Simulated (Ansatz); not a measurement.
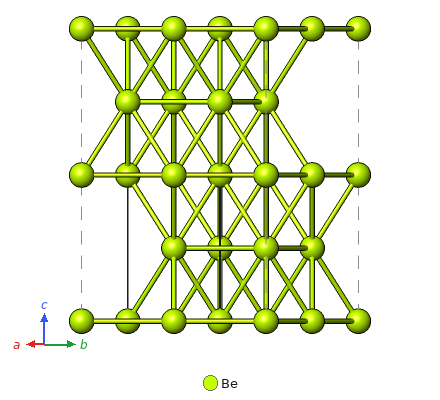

Be (P6_3/mmc, No. 194): the input geometry of a calculation; the starting structure was generated, so it need not be a known form of this composition.

```
Be
1.0
     2.25944    0.00000    0.00000
    -1.12972    1.95673    0.00000
     0.00000    0.00000    7.16564
Be
4
Direct
  0.00000 0.00000 0.00000
  0.00000 0.00000 0.50000
  0.33333 0.66667 0.25000
  0.66667 0.33333 0.75000
```

Question: What will a map of the projected electrostatic potential along [210] show? Computed as the sum of neutral-atom potentials (tabulated electron scattering factors, B = 0.5 Å²) projected along the beam and smoothed by 0.25 Å; brighter is more positive. The display is stretched by a gamma of 0.7; percentages refer to the linear signal.

Answer: The columns repeat on a rectangular net of 1.13 × 1.79 Å (plane group p2mm). All columns are alike (Be). The shortest distance between visible columns is 1.13 Å in projection. Along the beam the structure repeats every 3.91 Å.

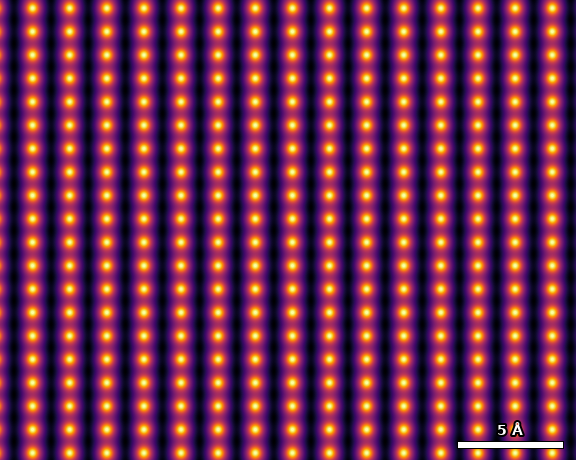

The simulated image.

Question: What mean inner potential do neutral atoms give for this crystal?

Answer: About 18 V (the sum of the forward scattering factors over the cell volume; bonding usually lowers the true value).
